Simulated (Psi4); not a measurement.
# C2H5AlClF (SMILES [F][AlH][CH2]CCl): HF/def2-SVP (density fitting, sweep point 5)

Aim: energy and gradient of C2H5AlClF. 

The results are computed with Psi4 1.11.

3 further runs of the same task are left out: 3 set aside as unsound or not needed.

**1. The molecule**

The species is C2H5AlClF (10 atoms), meant as a singlet with charge 0. SMILES: `[F][AlH][CH2]CCl`. The coordinates come from a PBE0-D4/def2-TZVP relaxation. This is one conformer, not always the lowest.

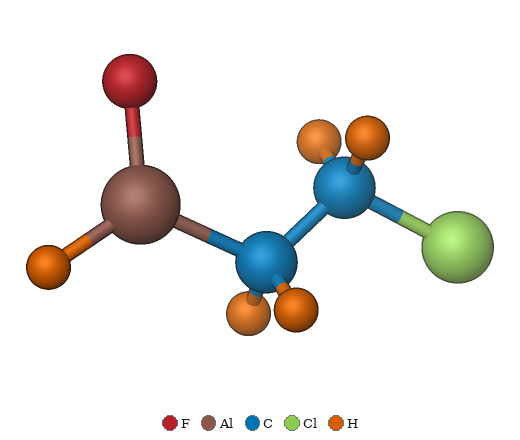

The structure, seen from a chosen angle (fluorine red, aluminium brown, carbon blue, chlorine green, hydrogen orange).

**2. Energy and gradient at HF/def2-SVP (density fitting, sweep point 5)**

Input file job.inp:

```
memory 1600 MB

molecule {
  0 1
  F     -1.799100     1.836700     0.230400
  Al    -0.786400     0.970300     1.207400
  C      0.393100    -0.340700     0.365600
  C      0.282600    -0.443800    -1.132200
  Cl     1.401400    -1.675400    -1.821100
  H     -0.843200     1.264200     2.755500
  H      0.190800    -1.314400     0.829500
  H      1.422800    -0.095700     0.655100
  H     -0.713700    -0.742700    -1.455100
  H      0.534900     0.490400    -1.632100
  symmetry c1
}

set {
  basis     def2-SVP
  reference rhf
  scf_type  df
  guess     modhuckel
}

gradient('scf')
print_variables()
```

The run is started by

```bash
$ psi4 -n 1 job.inp job.out
```

job.out:

```text
[...]
  Running in c1 symmetry.
[...]
  Nuclear repulsion =  251.605844564933165
[...]
  Multiplicity = 1
[...]
  Nalpha       = 28
  Nbeta        = 28
[...]
    Number of basis functions: 103
[...]
   @DF-RHF iter   1:  -878.14571347768720   -8.78146e+02   1.73326e-02 DIIS/ADIIS
[...]
   @DF-RHF iter  12:  -879.21547444751582   -1.92131e-11   9.39783e-09 DIIS
[...]
    Orbital Energies [Eh]
    ---------------------
    Doubly Occupied:
       1A   -104.765563     2A    -58.479434     3A    -26.248163
       4A    -11.298657     5A    -11.229063     6A    -10.529289
       7A     -8.004250     8A     -8.000917     9A     -8.000873
      10A     -4.914494    11A     -3.233803    12A     -3.232128
      13A     -3.229520    14A     -1.513445    15A     -1.124462
      16A     -0.984542    17A     -0.830728    18A     -0.679522
      19A     -0.652844    20A     -0.630014    21A     -0.624519
      22A     -0.581271    23A     -0.561237    24A     -0.530165
      25A     -0.502800    26A     -0.440339    27A     -0.423284
      28A     -0.407852
[...]
  @DF-RHF Final Energy:  -879.21547444751582
   => Energetics <=
    Nuclear Repulsion Energy =            251.6058445649331645
    One-Electron Energy =               -1718.3362766629104499
    Two-Electron Energy =                 587.5149576504613833
    Total Energy =                       -879.2154744475158168
[...]
 Multipole Moments:
 ------------------------------------------------------------------------------------
     Multipole            Electronic (a.u.)      Nuclear  (a.u.)        Total (a.u.)
 ------------------------------------------------------------------------------------
 L = 1.  Multiply by 2.5417464519 to convert [e a0] to [Debye]
 Dipole X            :         -1.7252604            1.6582731           -0.0669872
 Dipole Y            :          1.5201674           -1.3454605            0.1747069
 Dipole Z            :         -1.3034241            2.0116896            0.7082655
 Magnitude           :                                                    0.7325639
[...]
  -Total Gradient:
     Atom            X                  Y                   Z
    ------   -----------------  -----------------  -----------------
       1        0.001609697263    -0.001347868240     0.001654262110
       2        0.000874211044    -0.001989361926    -0.006809936274
       3       -0.001352997246     0.000614926498    -0.005300147274
       4        0.002241755821    -0.001335363410     0.006483321109
       5       -0.002494011439     0.002733742673     0.001483100437
       6       -0.000116408077     0.000539241704     0.002535745492
       7       -0.000595894870    -0.000364197276     0.000927031526
       8        0.000508798488     0.000703924613     0.000772232774
       9       -0.001707272898    -0.001129800999    -0.000675481229
      10        0.001032121904     0.001574756356    -0.001070128671
[...]
```

Wall time 4.5 s (1 thread of Intel Xeon Platinum 8223CL at 3.00GHz (Skylake/Cascade Lake), shared host); peak memory 0.26 GiB.

**3. Results**

Level: HF/def2-SVP (density fitting, sweep point 5).

```
                quantity          value
            total energy  -879.21547 Eh
           dipole moment         1.86 D
             HOMO energy      -11.10 eV
             LUMO energy        1.69 eV
           HOMO–LUMO gap       12.79 eV
largest force on an atom     0.368 eV/Å
```

The largest force is 0.37 eV/Å: the shape isn't a stationary point for this species at this level.
